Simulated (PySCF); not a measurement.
## Electronic structure of C7H10O in real space

The calculation's input:

```
{"job": {"kind": "nmr", "xc": "B3LYP", "basis": "pcSseg-1", "pop": false}, "charge": 0, "multiplicity": 1}
C      0.752712    -1.404637     0.244506
C     -0.556237    -1.613592     0.228247
C     -1.775896    -0.803226    -0.108383
O     -1.637813     0.527429    -0.509654
C     -0.904563     1.352858     0.385549
C      0.324475     1.824184    -0.331568
C      1.369257     1.062098    -0.607393
C      1.720372    -0.316093    -0.131627
H      1.331371    -2.261035     0.584640
H     -0.876453    -2.597597     0.558371
H     -2.297500    -1.294901    -0.938712
H     -2.441051    -0.858236     0.775700
H     -1.542460     2.202568     0.655934
H     -0.646341     0.801976     1.295965
H      0.277498     2.821337    -0.744645
H      2.166116     1.498425    -1.199034
H      2.362554    -0.763209    -0.901119
H      2.373959    -0.178350     0.743223
```

Run with:

```sh
OMP_NUM_THREADS=1 python ens_run.py task.json out
```

Geometry: GFN2-xTB.

These are results of B3LYP/pcSseg-1, SCF density, gas phase, non-relativistic (PySCF 2.14.0), not measurements.

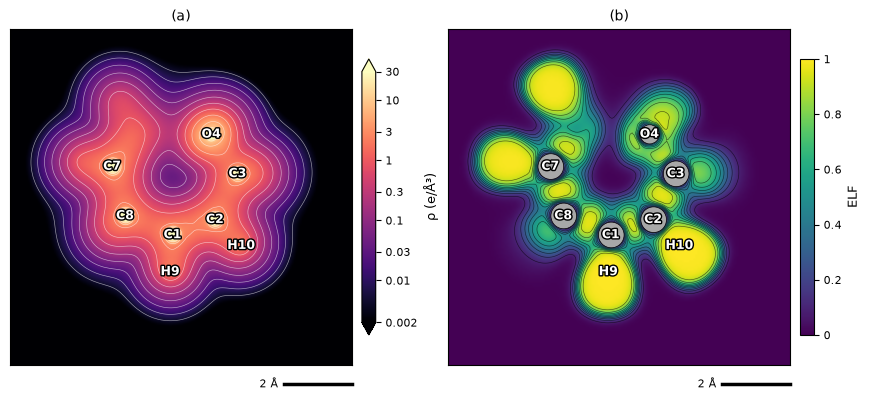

Figure 1. (a) total electron density; (b) electron localisation function on the plane of atoms C1, C8 and C7. Grey discs cover the atomic cores in the ELF map.

> Read the bonding off the picture.

The plane passes through C, O and H nuclei. C–C (1.33 Å): the density is about 2.3 e/Å³ at the midpoint; the ELF peaks at about 0.95 between the atoms (a short, multiple covalent bond). C–O (1.40 Å): ρ is about 2.1 e/Å³ halfway, with its minimum of 1.8 e/Å³ about 0.5 Å from C; the ELF peaks at about 0.90 between the atoms; a shared but strongly polarised pair. C–H (1.09 Å): the density is about 2 e/Å³ at the midpoint; the ELF climbs to about 1 towards the hydrogen, as it does in any bond to H: a covalent bond by its length. C–C (1.50 Å): ρ at the midpoint is about 1.7 e/Å³; the ELF peaks at about 0.95 between the atoms: localised, covalent bonding. The ELF also peaks beside O4, away from the bonds: lone-pair regions.

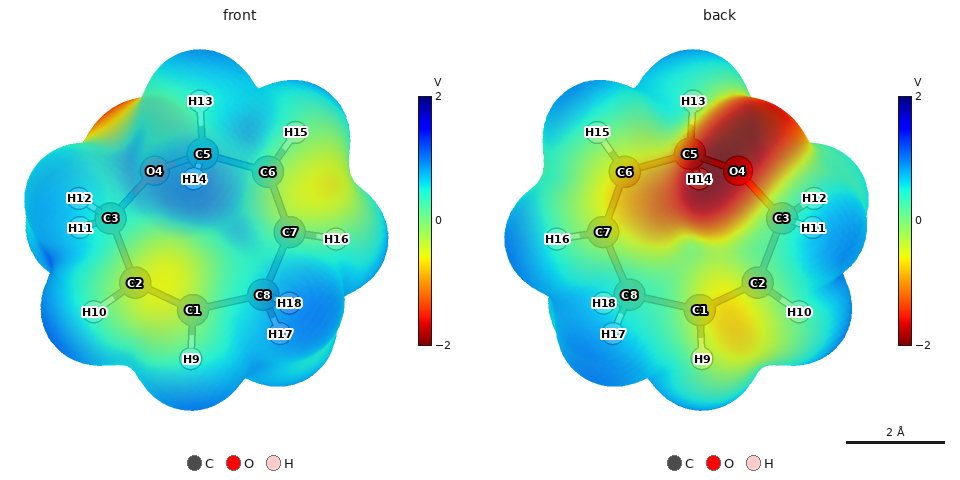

Figure 2. The electrostatic potential painted on the density surface at 0.004 e/bohr³, seen from the front and from behind; the colour scale runs from red (negative) to blue (positive).

> Which sites attract a positive test charge, and which a negative one?

A positive charge is drawn to the negative regions and a negative charge to the positive ones. The most negative region (about −1.9 V) lies over O4, the most positive (about +1.0 V) over the C and H atoms. O4 is the likeliest acceptor of a hydrogen bond.

> How polar is the molecule by this calculation?

Its dipole moment is 1.52 D.
